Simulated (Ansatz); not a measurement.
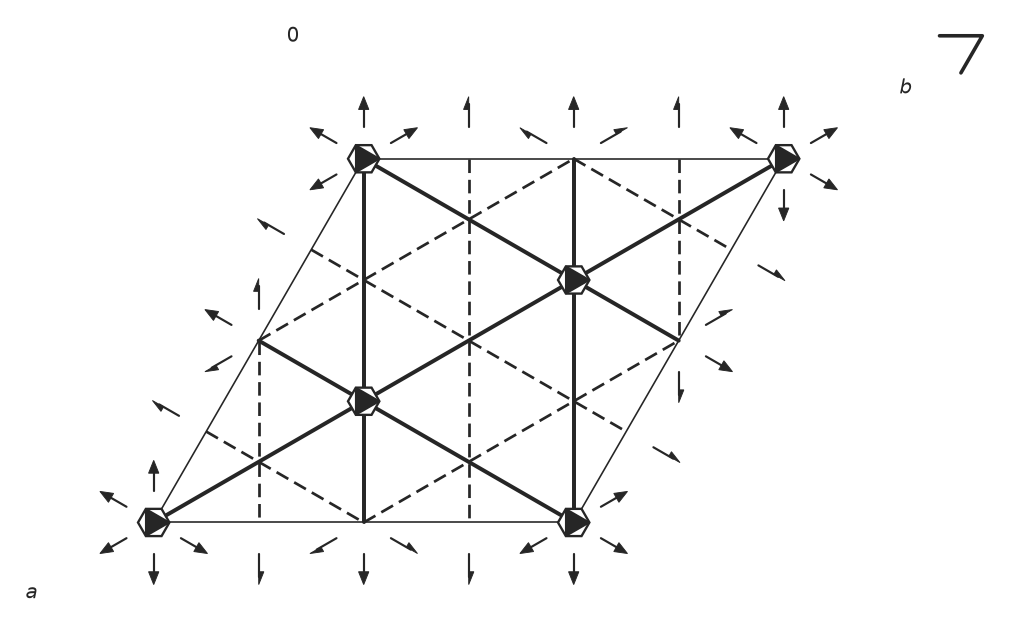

Symmetry elements of a space group, projected down c, computed from the operations of a computed or model structure of composition Si2C, which need not be its known form.

Graphical symbols as in the International Tables (origin upper left, heights as fractions; handed screw axes are marked by their printed symbols).

Give the Hermann–Mauguin symbol and number.

P-6m2, No. 187; primitive hexagonal, point group -6m2, 12 general positions a cell.

List the elements shown.

−6 axes along c at (0, 0), (1/3, 2/3), (2/3, 1/3); mirror planes holding c and [1 2 0] or [2 1 0] or [−1 1 0]; in-plane glide planes holding c and [1 2 0] or [2 1 0] or [−1 1 0]; a mirror plane normal to c at height 0; 2 axes along [1 2 0] at height 0; 2 axes along [2 1 0] at height 0; 2 axes along [−1 1 0] at height 0; 2₁ axes along [1 2 0] at height 0; 2₁ axes along [2 1 0] at height 0; 2₁ axes along [−1 1 0] at height 0. Heights repeat every half period; positions are (a, b) fractions, modulo 1.
